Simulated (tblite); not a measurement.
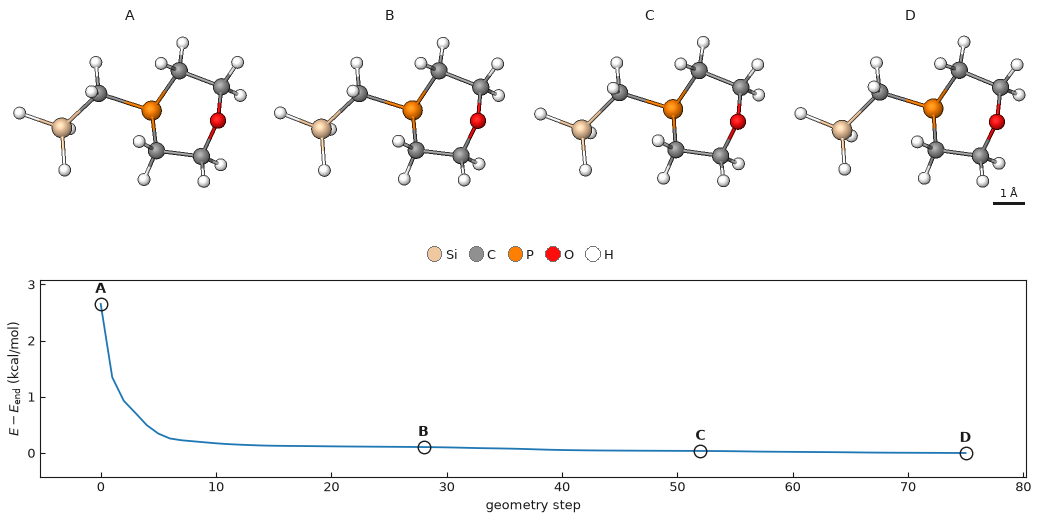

Frames of a relaxation of C$_{5}$H$_{13}$OPSi, marked on the history of the run. Style: ball-and-stick. Shown at a tilt.

Computed with GFN2-xTB geometry optimisation, gas phase (tblite 0.8.0). 

Question: Describe the path.

Answer: Over 75 geometry steps the energy falls by 2.65 kcal/mol. The largest move after the best rigid fit is that of an H atom, 0.27 Å. By element the largest moves are H 0.27 Å, Si 0.11 Å, P 0.10 Å, C 0.09 Å, O 0.06 Å. Some distances before and after: C–Si 1.872 → 1.904 Å, C–O 1.436 → 1.407 Å, H–Si 1.489 → 1.465 Å, C–H 1.105 → 1.092 Å. Among the angles between lasting bonds that change: C–C–H 113.0° → 109.5°, C–Si–H 111.6° → 108.9°, C–C–H 112.0° → 109.3°. Cost: 0.63 s on 1 thread of Arm Neoverse V1, on a shared host. From step 0 to 28: an H atom moves most (0.07 Å), energy −2.55 kcal/mol. From step 28 to 52: an H atom moves most (0.13 Å), energy −0.07 kcal/mol. From step 52 to 75: an H atom moves most (0.13 Å), energy −0.04 kcal/mol.

```tsv
step	E − E(0), kcal/mol
0	0.00
1	-1.31
2	-1.72
3	-1.94
4	-2.16
5	-2.31
6	-2.39
7	-2.43
8	-2.44
9	-2.46
10	-2.48
13	-2.51
17	-2.53
20	-2.53
24	-2.54
27	-2.54
31	-2.56
34	-2.57
37	-2.58
41	-2.60
44	-2.61
48	-2.61
51	-2.62
54	-2.62
58	-2.63
61	-2.63
65	-2.64
68	-2.65
72	-2.65
75	-2.65
```
